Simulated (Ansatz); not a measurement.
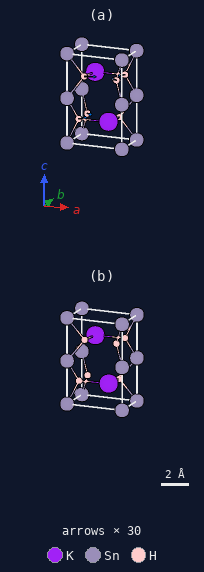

The structure of crystalline KSnH₃ (built on the KVCl3-194 type type) before (top) and after (bottom) a relaxation, at one scale. The blue arrows give the displacements (the part carried along by the change of the cell is left out), 30 times their true length.

The picture is a ball-and-stick view of the cell of the calculation, seen slightly off an axis.

Computed with Ansatz 0.2.0, DFT, r2SCAN+rVV10, plane waves, PAW.

Input file:
```yaml
crystal:
  lattice:
    - [5.4824716431, 0.0, 0.0]
    - [-2.7412358216, 4.7479597185, 0.0]
    - [0.0, 0.0, 6.7335232545]
  atoms:
    - { symbol: K, position: [0.6666666667, 0.3333333333, 0.25] }
    - { symbol: K, position: [0.3333333333, 0.6666666667, 0.75] }
    - { symbol: Sn, position: [0.0, 0.0, 0.5] }
    - { symbol: Sn, position: [0.0, 0.0, 0.0] }
    - { symbol: H, position: [0.2739627765, 0.1369813882, 0.75] }
    - { symbol: H, position: [0.7260372235, 0.8630186118, 0.25] }
    - { symbol: H, position: [0.8630186118, 0.1369813882, 0.75] }
    - { symbol: H, position: [0.1369813882, 0.8630186118, 0.25] }
    - { symbol: H, position: [0.8630186118, 0.7260372235, 0.75] }
    - { symbol: H, position: [0.1369813882, 0.2739627765, 0.25] }
kpoints:
  mp_grid: { grid: [6, 6, 4] }
hamiltonian:
  xc: r2scan
  dispersion: rvv10
scf:
  occupations: { method: fermi_dirac, width: 0.03 }
relax:
  f_tol: 0.01
  cell: {}
  max_steps: 120
```

Run as
```bash
ansatz run input.yaml --threads 4 --pin off --max-ram 4608MiB --backend cpu --events-out ev --progress --plain --runs-dir out
```

Q: What changed between the two?

A: After 4 accepted moves (5 points after the start) the energy has fallen by 10.5 meV per atom. Largest force component: 0.12 eV/Å at the start, 0.0013 eV/Å at the end. Pressure: −0.88 GPa at the start and 0.00 GPa at the end. At 1 point the geometry stayed and the basis and grid were re-selected for the new cell (energy shift of less than 0.05 meV per atom at most each time). The largest moves relative to the cell, 0.033 Å, are those of H5, H6, H7, H8, H9 and H10. H6 goes along [−2 −1 0]. K and Sn stay in place. Cell: a = b 5.482 → 5.505 Å (+0.4 %), c 6.734 → 6.491 Å (−3.6 %). Volume −2.8 %. Among the contacts that change: Sn3–H10 2.127 → 2.104 Å, K1–H10 2.756 → 2.764 Å. Bond angles that change, for instance: Sn3–H8–Sn4 104.6° → 100.9°, H5–Sn3–H7 63.9° → 66.9°, H5–Sn3–H8 116.1° → 113.1°. The space group stays P6_3/mmc (No. 194).
